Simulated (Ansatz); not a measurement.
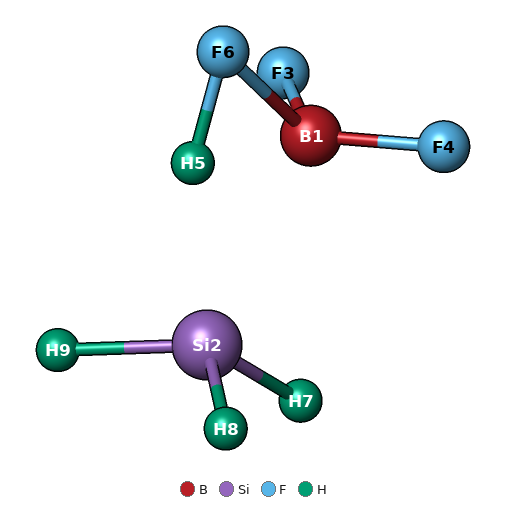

Sticks follow a distance rule. Harmonic vibrations computed with RKS PBE0-D4/def2-TZVP (Ansatz 0.2.0) at a stationary point of the same level.

**Minimum or transition state?**

A first-order saddle point: one imaginary frequency, 1095i cm⁻¹.

**List the wavenumbers.**

21 modes: 1095i, 67, 155, 231, 331, 335, 398, 507, 521, 555, 750, 761, 914, 934, 945, 1129, 1381, 2042, 2232, 2248, 2249 cm⁻¹.
